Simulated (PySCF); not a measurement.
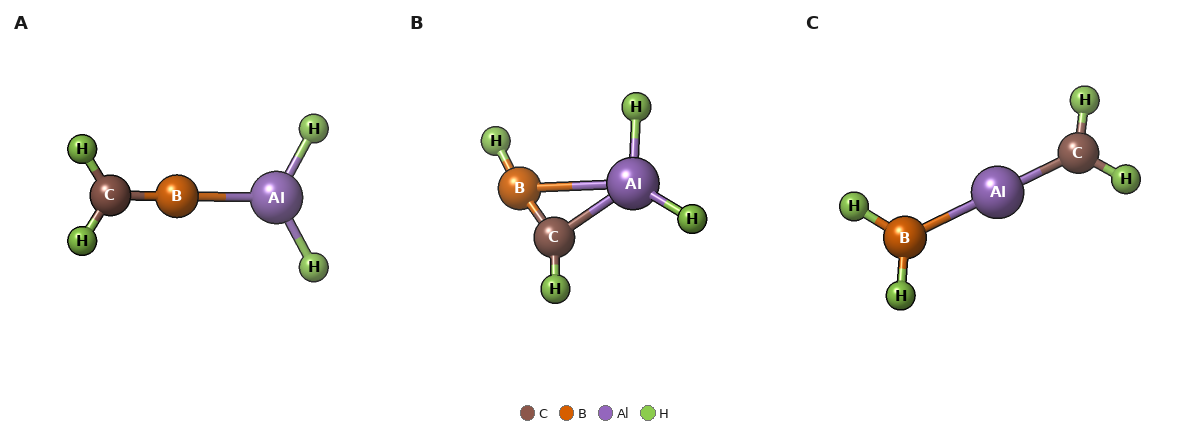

3 stationary structures of one formula. Geometries: PBE0-D4/def2-TZVP. Electronic energies: RHF-CCSD(T) (frozen core)/def2-TZVPP (PySCF 2.14.0), without zero-point energy. No frequency run is at hand to confirm each as a minimum. Each is one conformer, not always the lowest.

Question: Which structure is the most stable?

Answer: B is lowest (Cs); A lies 66.9 kJ/mol above it (C2v), C lies 158.0 kJ/mol above it (C2v).
